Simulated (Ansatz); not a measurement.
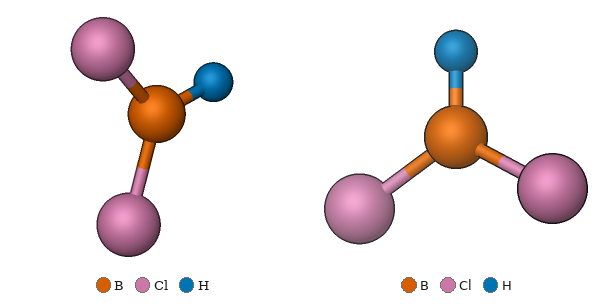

Both panels show the same species.

Computed geometry: PBE0-D4/def2-TZVP optimisation.

Count the atoms of each element.

BCl2H, 4 atoms: 1 boron, 2 chlorine and 1 hydrogen.

How many bonds of each kind are drawn?

2 B–Cl, 1 B–H. Sticks follow a distance rule.

What is the point group of this geometry?

C2v.

The parts below concern this one geometry. Atoms keep their numbers from picture to picture.

Geometry

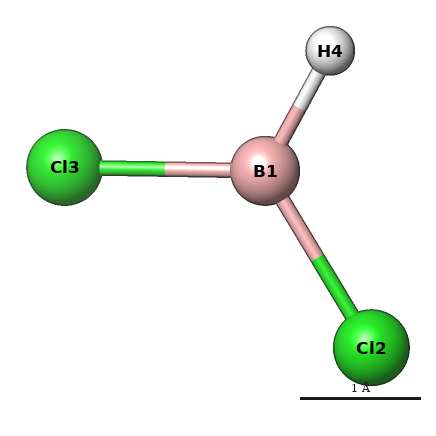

Estimate the angles Cl2–B1–Cl3, Cl2–B1–H4.

```json
{"angle": "Cl2–B1–Cl3", "degrees": "120.7"}
{"angle": "Cl2–B1–H4", "degrees": "119.6"}
```

Thermal motion

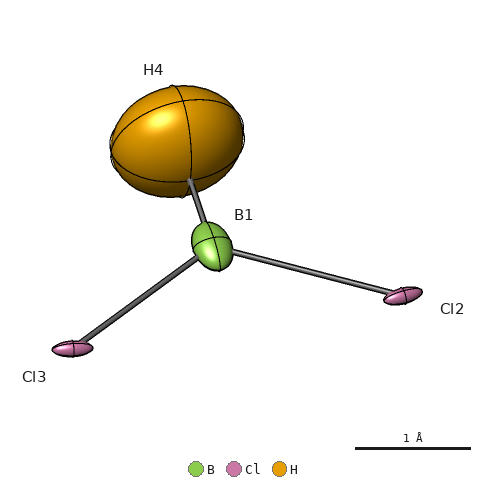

Displacement ellipsoids at the 50 % level, enlarged 3 times, from the internal vibrations of the free molecule (harmonic, no overall translation or rotation; no half-axis is drawn under 0.075 Å). Vibrations computed with RKS PBE0-D4/def2-TZVP (Ansatz 0.2.0). Temperature: 400 K.

Which atom has the largest mean-square displacement?

H4, with U_eq = 0.0136 Å².

Does H4 move more along its bond or across it?

Across it: the root-mean-square amplitude is 0.094 Å along the bond and up to 0.129 Å across, since bending and torsion are softer than stretching.

Give the displacement parameters, one line for each set of equivalent atoms.

```json
{"atom": "B1", "U_eq (Å²)": "0.0018", "rms amplitudes (Å)": "0.028, 0.038, 0.057"}
{"atom": "Cl2, Cl3", "U_eq (Å²)": "0.00053", "rms amplitudes (Å)": "0.002, 0.009, 0.039"}
{"atom": "H4", "U_eq (Å²)": "0.0136", "rms amplitudes (Å)": "0.094, 0.124, 0.129"}
```

Dipole moment

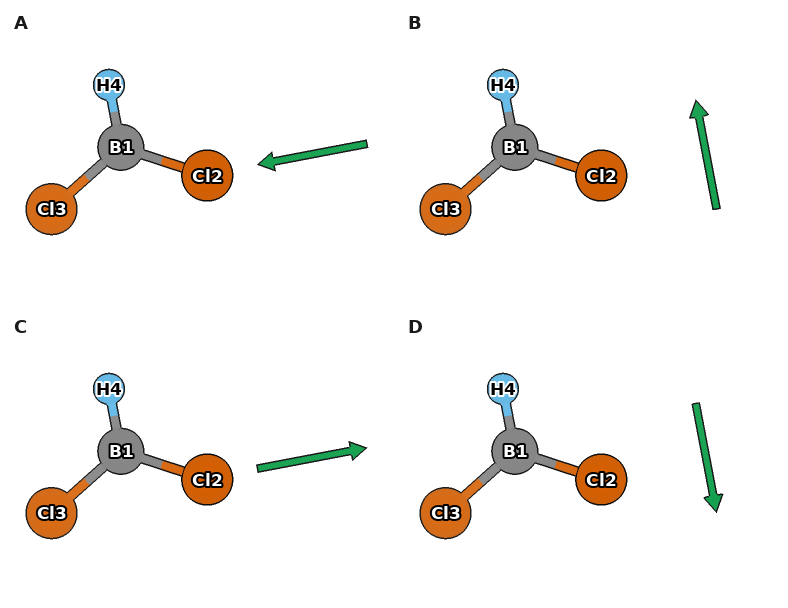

The same molecule four times, each with an arrow. Properties computed with RKS PBE0-D4/def2-TZVP (Ansatz 0.2.0).

Which arrow points along the dipole moment, from the negative to the positive end?

B. The dipole moment is 0.45 D; it points from the side of Cl2, Cl3 to the side of H4 (the outermost atoms at the two ends).

Charges

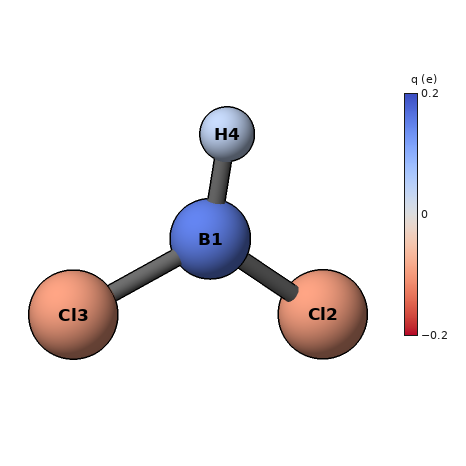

Atoms are coloured by their Mulliken charges. Level of theory: RKS PBE0-D4/def2-TZVP (Ansatz 0.2.0).

List the Mulliken charges.

| atom | value (e) |
| --- | --- |
| B1 | 0.15 |
| Cl2 | −0.09 |
| Cl3 | −0.09 |
| H4 | 0.04 |

Electronic properties

Level of theory: RKS PBE0-D4/def2-TZVPP (Ansatz 0.2.0).

What does the calculation give?

- HOMO energy (Kohn–Sham orbital): −9.25 eV
- LUMO energy (Kohn–Sham orbital): −1.73 eV
- HOMO–LUMO gap: 7.52 eV

Mulliken values depend strongly on the basis set and can even reverse the polarity of a bond.
